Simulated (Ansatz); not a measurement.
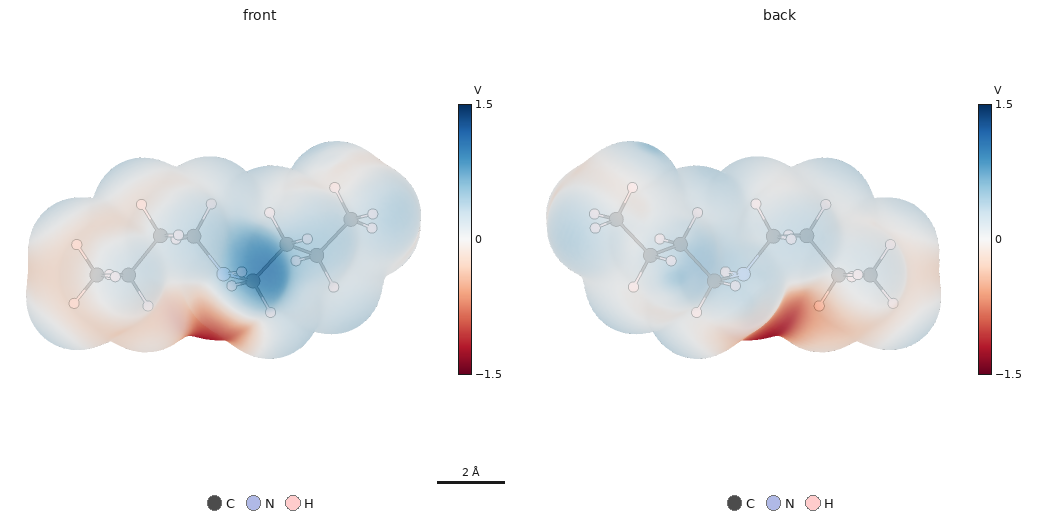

Figure. C8H19N (SMILES CCCCNCCCC). The molecular electrostatic potential painted on the density surface at 0.001 e/bohr³, seen from the front and from behind; red is negative and blue positive.

Geometry: PBE0-D4/def2-TZVP.

All numbers below come from RKS PBE0-D4/def2-TZVPP (Ansatz 0.2.0).

Input

```
crystal:
  periodic: [false, false, false]
  atoms:
    - {symbol: C, position_ang: [-4.372817, -1.498100, 0.402112]}
    - {symbol: C, position_ang: [-3.042650, -1.750498, -0.286014]}
    - {symbol: C, position_ang: [-2.045092, -0.621210, -0.090212]}
    - {symbol: C, position_ang: [-0.718300, -0.881796, -0.796117]}
    - {symbol: N, position_ang: [0.286768, 0.155752, -0.701956]}
    - {symbol: C, position_ang: [0.776299, 0.428616, 0.634096]}
    - {symbol: C, position_ang: [1.954092, 1.387443, 0.604374]}
    - {symbol: C, position_ang: [3.182744, 0.830653, -0.095544]}
    - {symbol: C, position_ang: [4.322483, 1.831089, -0.169870]}
    - {symbol: H, position_ang: [-4.845793, -0.588068, 0.022267]}
    - {symbol: H, position_ang: [-5.070351, -2.324427, 0.246628]}
    - {symbol: H, position_ang: [-4.240552, -1.373238, 1.480536]}
    - {symbol: H, position_ang: [-3.207013, -1.905212, -1.359032]}
    - {symbol: H, position_ang: [-2.606710, -2.684098, 0.088653]}
    - {symbol: H, position_ang: [-2.474104, 0.316054, -0.468657]}
    - {symbol: H, position_ang: [-1.876166, -0.470858, 0.981894]}
    - {symbol: H, position_ang: [-0.912440, -1.066218, -1.859042]}
    - {symbol: H, position_ang: [-0.277788, -1.807022, -0.404508]}
    - {symbol: H, position_ang: [-0.056266, 1.011972, -1.122115]}
    - {symbol: H, position_ang: [1.097025, -0.527123, 1.067571]}
    - {symbol: H, position_ang: [0.003677, 0.830637, 1.310017]}
    - {symbol: H, position_ang: [1.643469, 2.319011, 0.111894]}
    - {symbol: H, position_ang: [2.208182, 1.664692, 1.633984]}
    - {symbol: H, position_ang: [3.515473, -0.069290, 0.435391]}
    - {symbol: H, position_ang: [2.898898, 0.503346, -1.099200]}
    - {symbol: H, position_ang: [4.026064, 2.724245, -0.727780]}
    - {symbol: H, position_ang: [4.632790, 2.156675, 0.827570]}
    - {symbol: H, position_ang: [5.198058, 1.406983, -0.666950]}
basis:
  gaussian: {orbitals: def2-TZVPP}
hamiltonian: {xc: pbe0, dispersion: d4}
output: {orbitals: {seedname: orbitals}}
```

Run with:

```sh
ansatz run in.yaml --threads 4 --pin off --events-out ev --progress --plain --max-ram 66560MiB --backend cuda --devices 0, --max-vram 37GiB
```

Describe the electrostatic potential map.

The most negative region (about −1.2 V, or −28 kcal/mol for a unit charge) lies over N5, the most positive (about +1.0 V, or +23 kcal/mol for a unit charge) over H19. N5 is the likeliest acceptor of a hydrogen bond.
